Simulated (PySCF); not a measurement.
# para-CH2CCCN Radical (C4H2N) radical: EPR parameters at several levels of theory

Aim: compute the EPR parameters of para-CH2CCCN Radical (C4H2N) radical (`[CH2]C#CC#N`) at several levels, and see how far they spread and what each costs.

Programs: PySCF 2.14.0, with density-fitted response routines of our own. Each step states its level of theory. These are calculated values for one molecule in the gas phase, unless marked as measured. Atoms count from 0, in the outputs and in this text.

## Step 1: Starting geometry

7 atoms, charge 0, multiplicity 2; geometry from: GFN2-xTB.

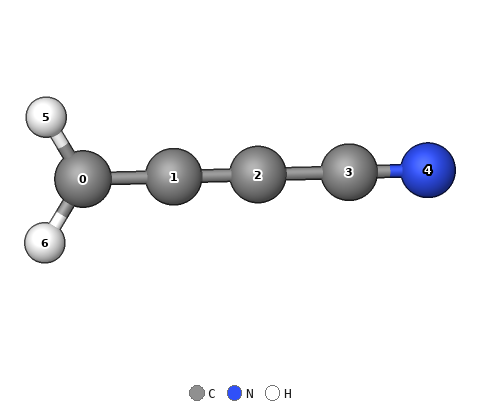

The starting geometry (carbon grey, nitrogen blue, hydrogen white), atoms numbered.

## Step 2: Relaxing the molecule at PBE0-D3(BJ)/def2-SVP

The job: settings as JSON, then the geometry in Å.

```
{"job": {"xc": "PBE0", "basis": "def2-SVP", "d3": "d3bj", "grid": 1, "kind": "geom"}, "charge": 0, "multiplicity": 2}
C     -1.398570    -0.588190     0.845030
C     -0.290740    -0.121610     0.271890
C      0.739450     0.311840    -0.261990
C      1.854310     0.782720    -0.838370
N      2.817450     1.188520    -1.336670
H     -2.338360    -0.577850     0.320630
H     -1.376860    -0.985620     1.844920
```

Output:

```text
step   0  E = -207.84810464  max force = 0.024041
step   1  E = -207.84974780  max force = 0.005061
step   2  E = -207.84976943  max force = 0.001230
step   3  E = -207.84977121  max force = 0.000448
optimisation converged
```

It took 11 s on 1 thread, shared host.

Relaxation path:

```csv
step,energy from step 0 (eV),largest force component (eV/Å)
0,0.0000,1.2362
1,-0.0447,0.2602
2,-0.0453,0.0632
3,-0.0453,0.0230
```

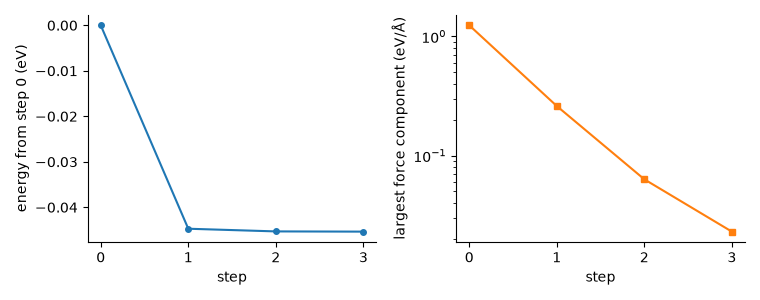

Energy and force, step by step.

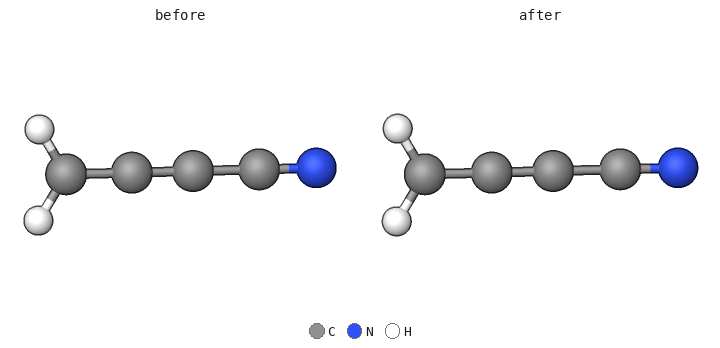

The geometry before (left) and after (right).

Distances of close pairs at the start and the end, largest changes first:

```
 bond  before (Å)  after (Å)  change (Å)
C0–C1       1.332      1.355      +0.024
C2–C3       1.340      1.360      +0.019
C0–H5       1.076      1.094      +0.017
C0–H6       1.076      1.094      +0.017
C3–N4       1.158      1.169      +0.011
C1–C2       1.239      1.242      +0.004
```

The next job starts from the end point, and lists it.

| at the end point | value |
| --- | --- |
| rotational constants (GHz, main isotopes) | 283.8, 2.185, 2.168 |
| dipole moment (D) | 4.46 |
| ⟨S²⟩ | 0.796 |

## Step 3: g tensor and hyperfine couplings: B3LYP/IGLO-III+pcH-1

The job: settings as JSON, then the geometry in Å.

```
{"job": {"kind": "epr"}, "charge": 0, "multiplicity": 2}
C     -1.413953    -0.600023     0.852406
C     -0.287109    -0.122788     0.269973
C      0.745251     0.315377    -0.264461
C      1.874646     0.797374    -0.848709
N      2.845105     1.212520    -1.350843
H     -2.368413    -0.589191     0.318591
H     -1.388848    -1.003458     1.868483
```

With the program's defaults for keys left out, this is: UKS B3LYP, IGLO-III on C N, pcH-1 on H, non-relativistic, mean-field spin-orbit, GIAO.

Output:

```text
UKS, coarse grid
  cycle   1  E = -208.29502846  |g| = 2.81e-01
  cycle   2  E = -208.11799389  |g| = 6.70e-01
  cycle   3  E = -208.33363543  |g| = 8.05e-02
  cycle   4  E = -208.33652834  |g| = 4.10e-02
  cycle   5  E = -208.33739369  |g| = 2.11e-02
  cycle   6  E = -208.33765170  |g| = 9.32e-03
  cycle   7  E = -208.33772223  |g| = 5.56e-03
  cycle   8  E = -208.33776243  |g| = 2.03e-03
  cycle   9  E = -208.33777078  |g| = 1.07e-03
  cycle  10  E = -208.33777302  |g| = 5.22e-04
UKS, final grid
  cycle   1  E = -208.33776286  |g| = 5.50e-04
  cycle   2  E = -208.33776270  |g| = 1.11e-03
  cycle   3  E = -208.33776326  |g| = 2.68e-04
  cycle   4  E = -208.33776334  |g| = 1.61e-04
  cycle   5  E = -208.33776343  |g| = 1.34e-04
  cycle   6  E = -208.33776345  |g| = 3.78e-05
  cycle   7  E = -208.33776345  |g| = 1.61e-05
E = -208.33776345 Eh   <S^2> = 0.7819 (exact 0.7500)
g shifts (ppm)      1          2          3
  rmc          -159       -159       -159
  gc              5         38         42
  oz_so          93       1135       1330
  total         -62       1014       1212
hyperfine (MHz)  atom isotope    a_iso     a_fc   dipolar eigenvalues
    0   13C      56.67      56.67    -54.01    -52.69    106.70
    1   13C     -63.92     -63.92    -23.30     -1.62     24.92
    2   13C      45.17      45.17    -44.07    -30.64     74.71
    3   13C     -43.25     -43.25    -14.34     -1.28     15.61
    4   14N       6.33       6.33    -12.51     -7.31     19.81
    5    1H     -51.38     -51.38    -24.81     -0.93     25.74
    6    1H     -51.35     -51.35    -24.82     -0.92     25.74
```

Run time: 19 s. Hardware: 1 thread, shared host.

Principal g values 2.00226, 2.00333, 2.00353; g(iso) = 2.00304, against 2.00232 for a free electron.

Mean a(iso) over the nuclei that a row names, and the largest dipolar term of the row (other rows stand at the frozen geometry):

```csv
nuclei,isotope,a(iso) (MHz),"a(iso) (G, at g = 2.0023)",largest dipolar term (MHz)
C1,13C,-63.9,-22.8,24.9
C0,13C,56.7,20.2,106.7
"H5, H6",1H,-51.4,-18.3,25.7
C2,13C,45.2,16.1,74.7
C3,13C,-43.3,-15.4,15.6
N4,14N,6.3,2.3,19.8
```

Mulliken spin populations:

```
atom  value (e)
  C0       0.72
  C1      -0.27
  C2       0.50
  C3      -0.15
  N4       0.27
  H5      -0.04
  H6      -0.04
```

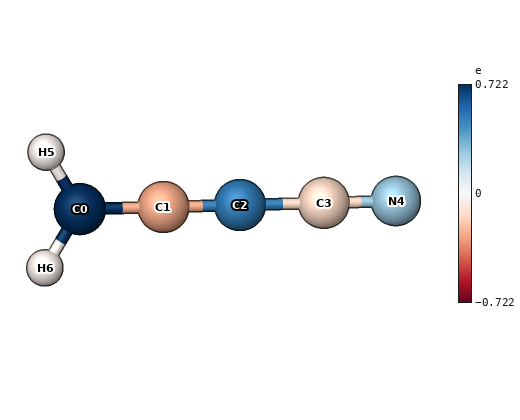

Mulliken spin populations, as colours on the atoms.

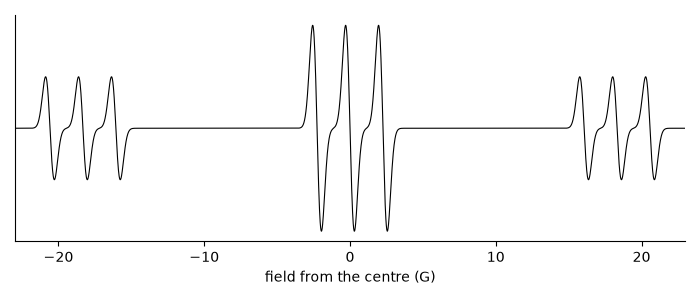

First-order isotropic spectrum (first derivative, main isotopes with spin only, couplings over 0.8 MHz, Gaussian width 0.3 G; couplings of the frozen geometry, rotation of groups not averaged beyond the rows shown).

## Step 4: EPR parameters: PBE/IGLO-III+pcH-1

Same as in step 3 but for these lines:

```diff
@@ -1,2 +1,2 @@
-{"job": {"kind": "epr"}, "charge": 0, "multiplicity": 2}
+{"job": {"kind": "epr", "xc": "PBE"}, "charge": 0, "multiplicity": 2}
 C     -1.413953    -0.600023     0.852406
```

Level: UKS PBE, IGLO-III on C N, pcH-1 on H, non-relativistic, mean-field spin-orbit, GIAO.

Output:

```text
UKS, coarse grid
  cycle   1  E = -208.03675429  |g| = 2.88e-01
  cycle   2  E = -207.82374952  |g| = 7.04e-01
  cycle   3  E = -208.04785436  |g| = 2.41e-01
  cycle   4  E = -208.07590456  |g| = 7.23e-02
  cycle   5  E = -208.07723958  |g| = 5.41e-02
  cycle   6  E = -208.07882942  |g| = 1.79e-02
  cycle   7  E = -208.07900538  |g| = 5.38e-03
  cycle   8  E = -208.07902572  |g| = 2.36e-03
  cycle   9  E = -208.07903017  |g| = 1.15e-03
  cycle  10  E = -208.07903117  |g| = 4.02e-04
UKS, final grid
  cycle   1  E = -208.07903462  |g| = 1.33e-03
  cycle   2  E = -208.07901876  |g| = 5.41e-03
  cycle   3  E = -208.07903568  |g| = 3.17e-04
  cycle   4  E = -208.07903573  |g| = 1.24e-04
  cycle   5  E = -208.07903574  |g| = 6.01e-05
  cycle   6  E = -208.07903574  |g| = 3.86e-05
  cycle   7  E = -208.07903574  |g| = 1.33e-05
E = -208.07903574 Eh   <S^2> = 0.7642 (exact 0.7500)
g shifts (ppm)      1          2          3
  rmc          -155       -155       -155
  gc              6         39         42
  oz_so          68       1122       1437
  total         -81       1006       1324
hyperfine (MHz)  atom isotope    a_iso     a_fc   dipolar eigenvalues
    0   13C      40.55      40.55    -50.73    -49.97    100.69
    1   13C     -50.59     -50.59    -15.43     -3.36     18.79
    2   13C      28.98      28.98    -39.31    -30.15     69.46
    3   13C     -32.81     -32.81     -8.93     -2.39     11.32
    4   14N       3.06       3.06    -11.04     -7.58     18.61
    5    1H     -45.03     -45.03    -23.32     -0.54     23.86
    6    1H     -45.01     -45.01    -23.33     -0.54     23.87
```

Wall time 11 s (1 thread, shared host).

Key values: g(iso) 2.00307.

## Step 5: g tensor and hyperfine couplings: PBE0/IGLO-III+pcH-1

Same as in step 4 but for these lines:

```diff
@@ -1,2 +1,2 @@
-{"job": {"kind": "epr", "xc": "PBE"}, "charge": 0, "multiplicity": 2}
+{"job": {"kind": "epr", "xc": "PBE0"}, "charge": 0, "multiplicity": 2}
 C     -1.413953    -0.600023     0.852406
```

Level: UKS PBE0, IGLO-III on C N, pcH-1 on H, non-relativistic, mean-field spin-orbit, GIAO.

Output:

```text
UKS, coarse grid
  cycle   1  E = -208.03482129  |g| = 2.62e-01
  cycle   2  E = -207.90126266  |g| = 5.96e-01
  cycle   3  E = -208.07168251  |g| = 5.68e-02
  cycle   4  E = -208.07323530  |g| = 3.65e-02
  cycle   5  E = -208.07408272  |g| = 1.44e-02
  cycle   6  E = -208.07426384  |g| = 9.11e-03
  cycle   7  E = -208.07435241  |g| = 6.18e-03
  cycle   8  E = -208.07440152  |g| = 2.31e-03
  cycle   9  E = -208.07441731  |g| = 1.19e-03
  cycle  10  E = -208.07442223  |g| = 7.38e-04
UKS, final grid
  cycle   1  E = -208.07443242  |g| = 7.02e-04
  cycle   2  E = -208.07443263  |g| = 1.05e-03
  cycle   3  E = -208.07443320  |g| = 3.91e-04
  cycle   4  E = -208.07443337  |g| = 2.39e-04
  cycle   5  E = -208.07443364  |g| = 2.11e-04
  cycle   6  E = -208.07443368  |g| = 5.04e-05
  cycle   7  E = -208.07443368  |g| = 2.50e-05
E = -208.07443368 Eh   <S^2> = 0.7952 (exact 0.7500)
g shifts (ppm)      1          2          3
  rmc          -158       -158       -158
  gc              4         37         42
  oz_so         118       1114       1247
  total         -35        993       1131
hyperfine (MHz)  atom isotope    a_iso     a_fc   dipolar eigenvalues
    0   13C      59.94      59.94    -54.79    -53.31    108.10
    1   13C     -73.09     -73.09    -26.69     -1.90     28.59
    2   13C      51.69      51.69    -45.83    -28.59     74.42
    3   13C     -49.24     -49.24    -16.10     -1.41     17.51
    4   14N       5.67       5.67    -13.17     -6.59     19.76
    5    1H     -58.35     -58.35    -25.75     -0.41     26.16
    6    1H     -58.32     -58.32    -25.76     -0.41     26.17
```

It took 19 s on 1 thread, shared host.

This run: g(iso) 2.00302.

## Step 6: g tensor and hyperfine couplings: BHandHLYP/IGLO-III+pcH-1

Same as in step 5 but for these lines:

```diff
@@ -1,2 +1,2 @@
-{"job": {"kind": "epr", "xc": "PBE0"}, "charge": 0, "multiplicity": 2}
+{"job": {"kind": "epr", "xc": "BHandHLYP"}, "charge": 0, "multiplicity": 2}
 C     -1.413953    -0.600023     0.852406
```

Method: UKS BHandHLYP, IGLO-III on C N, pcH-1 on H, non-relativistic, mean-field spin-orbit, GIAO.

Output:

```text
UKS, coarse grid
  cycle   1  E = -208.13684647  |g| = 3.01e-01
  cycle   2  E = -208.06899233  |g| = 5.24e-01
  cycle   3  E = -208.19572272  |g| = 3.94e-02
  cycle   4  E = -208.19754177  |g| = 2.97e-02
  cycle   5  E = -208.19828510  |g| = 1.40e-02
  cycle   6  E = -208.19867806  |g| = 9.29e-03
  cycle   7  E = -208.19885038  |g| = 6.28e-03
  cycle   8  E = -208.19895919  |g| = 3.10e-03
  cycle   9  E = -208.19901867  |g| = 2.10e-03
  cycle  10  E = -208.19904960  |g| = 1.20e-03
  cycle  11  E = -208.19905776  |g| = 5.49e-04
UKS, final grid
  cycle   1  E = -208.19905077  |g| = 7.04e-04
  cycle   2  E = -208.19905062  |g| = 1.19e-03
  cycle   3  E = -208.19905125  |g| = 2.04e-04
  cycle   4  E = -208.19905151  |g| = 1.24e-04
  cycle   5  E = -208.19905156  |g| = 6.47e-05
  cycle   6  E = -208.19905158  |g| = 5.30e-05
  cycle   7  E = -208.19905159  |g| = 2.68e-05
  cycle   8  E = -208.19905159  |g| = 1.52e-05
E = -208.19905159 Eh   <S^2> = 0.8417 (exact 0.7500)
g shifts (ppm)      1          2          3
  rmc          -166       -166       -166
  gc              3         42         37
  oz_so         183       1157       1163
  total          20       1033       1035
hyperfine (MHz)  atom isotope    a_iso     a_fc   dipolar eigenvalues
    0   13C      87.79      87.79    -57.79    -55.63    113.43
    1   13C     -99.90     -99.90    -35.26     -2.56     37.82
    2   13C      85.06      85.06    -53.00    -26.39     79.39
    3   13C     -72.67     -72.67    -23.47     -1.98     25.45
    4   14N      12.59      12.59    -16.65     -5.45     22.10
    5    1H     -70.19     -70.19    -27.33     -0.75     28.08
    6    1H     -70.15     -70.15    -27.34     -0.75     28.09
```

It took 21 s on 1 thread, shared host.

Key values: g(iso) 2.00302, not to be trusted: the run shows spin contamination.

## Step 7: g tensor and hyperfine couplings: HF/IGLO-III+pcH-1

Same as in step 6 but for these lines:

```diff
@@ -1,2 +1,2 @@
-{"job": {"kind": "epr", "xc": "BHandHLYP"}, "charge": 0, "multiplicity": 2}
+{"job": {"kind": "epr", "xc": "HF"}, "charge": 0, "multiplicity": 2}
 C     -1.413953    -0.600023     0.852406
```

Level: UKS HF, IGLO-III on C N, pcH-1 on H, non-relativistic, mean-field spin-orbit, GIAO.

Output:

```text
UKS, final grid
  cycle   1  E = -206.91289294  |g| = 4.08e-01
  cycle   2  E = -206.98692547  |g| = 3.36e-01
  cycle   3  E = -207.03827409  |g| = 8.34e-02
  cycle   4  E = -207.04625998  |g| = 4.19e-02
  cycle   5  E = -207.04943580  |g| = 2.93e-02
  cycle   6  E = -207.05159385  |g| = 2.23e-02
  cycle   7  E = -207.05370267  |g| = 1.77e-02
  cycle   8  E = -207.05508636  |g| = 1.66e-02
  cycle   9  E = -207.05681908  |g| = 1.54e-02
  cycle  10  E = -207.05959334  |g| = 1.22e-02
  cycle  11  E = -207.06112867  |g| = 7.53e-03
  cycle  12  E = -207.06165302  |g| = 3.56e-03
  cycle  13  E = -207.06167613  |g| = 2.51e-03
  cycle  14  E = -207.06171989  |g| = 7.56e-04
  cycle  15  E = -207.06172131  |g| = 3.84e-04
  cycle  16  E = -207.06172191  |g| = 1.80e-04
  cycle  17  E = -207.06172199  |g| = 9.51e-05
  cycle  18  E = -207.06172203  |g| = 4.19e-05
  cycle  19  E = -207.06172204  |g| = 2.54e-05
  cycle  20  E = -207.06172204  |g| = 1.53e-05
  cycle  21  E = -207.06172204  |g| = 8.90e-06
E = -207.06172204 Eh   <S^2> = 1.4583 (exact 0.7500)
g shifts (ppm)      1          2          3
  rmc          -215       -215       -215
  gc             50          0         27
  oz_so         680        814       1397
  total         515        599       1209
hyperfine (MHz)  atom isotope    a_iso     a_fc   dipolar eigenvalues
    0   13C     199.57     199.57    -62.67    -58.41    121.07
    1   13C    -272.59    -272.59    -46.58    -41.55     88.13
    2   13C     297.81     297.81    -92.24     20.15     72.09
    3   13C    -266.25    -266.25    -42.53    -35.21     77.75
    4   14N      52.43      52.43    -42.18     16.28     25.90
    5    1H    -162.71    -162.71    -34.38     -1.04     35.42
    6    1H    -162.68    -162.68    -34.41     -1.02     35.44
```

Wall time 14 s (1 thread, shared host).

In short: g(iso) 2.00309, not to be trusted: the run shows spin contamination.

## Step 8: g tensor and hyperfine couplings: CAM-B3LYP/IGLO-III+pcH-1

Same as in step 7 but for these lines:

```diff
@@ -1,2 +1,2 @@
-{"job": {"kind": "epr", "xc": "HF"}, "charge": 0, "multiplicity": 2}
+{"job": {"kind": "epr", "xc": "CAM-B3LYP"}, "charge": 0, "multiplicity": 2}
 C     -1.413953    -0.600023     0.852406
```

Method: UKS CAM-B3LYP, IGLO-III on C N, pcH-1 on H, non-relativistic, mean-field spin-orbit, GIAO.

Output:

```text
UKS, coarse grid
  cycle   1  E = -208.15651989  |g| = 3.15e-01
  cycle   2  E = -208.05786281  |g| = 5.95e-01
  cycle   3  E = -208.21494649  |g| = 3.48e-02
  cycle   4  E = -208.21610361  |g| = 2.97e-02
  cycle   5  E = -208.21672474  |g| = 1.21e-02
  cycle   6  E = -208.21696277  |g| = 7.94e-03
  cycle   7  E = -208.21705829  |g| = 4.47e-03
  cycle   8  E = -208.21710963  |g| = 1.95e-03
  cycle   9  E = -208.21712508  |g| = 1.30e-03
  cycle  10  E = -208.21713498  |g| = 6.97e-04
UKS, final grid
  cycle   1  E = -208.21712538  |g| = 6.32e-04
  cycle   2  E = -208.21712595  |g| = 8.31e-04
  cycle   3  E = -208.21712638  |g| = 3.43e-04
  cycle   4  E = -208.21712687  |g| = 2.86e-04
  cycle   5  E = -208.21712727  |g| = 1.41e-04
  cycle   6  E = -208.21712730  |g| = 4.75e-05
  cycle   7  E = -208.21712730  |g| = 2.32e-05
E = -208.21712730 Eh   <S^2> = 0.8046 (exact 0.7500)
g shifts (ppm)      1          2          3
  rmc          -160       -160       -160
  gc              4         38         42
  oz_so         115       1145       1292
  total         -42       1023       1174
hyperfine (MHz)  atom isotope    a_iso     a_fc   dipolar eigenvalues
    0   13C      57.22      57.22    -56.84    -55.06    111.90
    1   13C     -70.88     -70.88    -31.08     -0.16     31.24
    2   13C      51.11      51.11    -48.92    -30.71     79.63
    3   13C     -48.89     -48.89    -18.29     -0.68     18.97
    4   14N       6.18       6.18    -13.39     -6.71     20.10
    5    1H     -56.24     -56.24    -26.02     -0.95     26.97
    6    1H     -56.21     -56.21    -26.03     -0.94     26.97
```

Run time: 26 s. Hardware: 1 thread, shared host.

Key values: g(iso) 2.00304.

## Step 9: Run by run: EPR parameters

g, ⟨S²⟩ and isotropic hyperfine couplings (MHz), with basis size and wall time; * marks a run flagged for spin contamination, instability or a large g shift:

| run | g(iso) | ⟨S²⟩ | 13C C1 | 13C C0 | 1H H5 (mean) | 13C C2 | 13C C3 | functions | time |
| --- | --- | --- | --- | --- | --- | --- | --- | --- | --- |
| B3LYP/IGLO-III+pcH-1 | 2.00304 | 0.782 | -63.9 | 56.7 | -51.4 | 45.2 | -43.3 | 195 | 19 s |
| PBE/IGLO-III+pcH-1 | 2.00307 | 0.764 | -50.6 | 40.6 | -45.0 | 29.0 | -32.8 | 195 | 11 s |
| PBE0/IGLO-III+pcH-1 | 2.00302 | 0.795 | -73.1 | 59.9 | -58.3 | 51.7 | -49.2 | 195 | 19 s |
| BHandHLYP/IGLO-III+pcH-1* | 2.00302 | 0.842 | -99.9 | 87.8 | -70.2 | 85.1 | -72.7 | 195 | 21 s |
| HF/IGLO-III+pcH-1* | 2.00309 | 1.458 | -272.6 | 199.6 | -162.7 | 297.8 | -266.3 | 195 | 14 s |
| CAM-B3LYP/IGLO-III+pcH-1 | 2.00304 | 0.805 | -70.9 | 57.2 | -56.2 | 51.1 | -48.9 | 195 | 26 s |

## Step 10: What came out

| quantity | value |
| --- | --- |
| rotational constants (main isotopes) | 283.82, 2.18, 2.17 GHz |
| g(iso) (B3LYP) | 2.00304 |
| ⟨S²⟩ | 0.782 (exact 0.75) |
| largest a(iso) (averaged by class) | 13C on C1, -63.9 MHz |
| property runs in this session | 6, of which 0 failed and 2 gave unsound results |

What this shows: Single values in the summary come from the first run of each kind that ended normally (B3LYP/IGLO-III+pcH-1), which need not be the best level. Over 3 steps the energy fell by 0.045 eV; of the close pairs, C0–C1 changed most, 1.332 to 1.355 Å. The largest share of the spin, 0.72 e, sits on C0. The isotropic g lies 0.7 ppt above the free-electron value. The coupling of 13C on C1 runs from -73.1 (PBE0/IGLO-III+pcH-1) to -50.6 MHz (PBE/IGLO-III+pcH-1), the starred runs left aside.
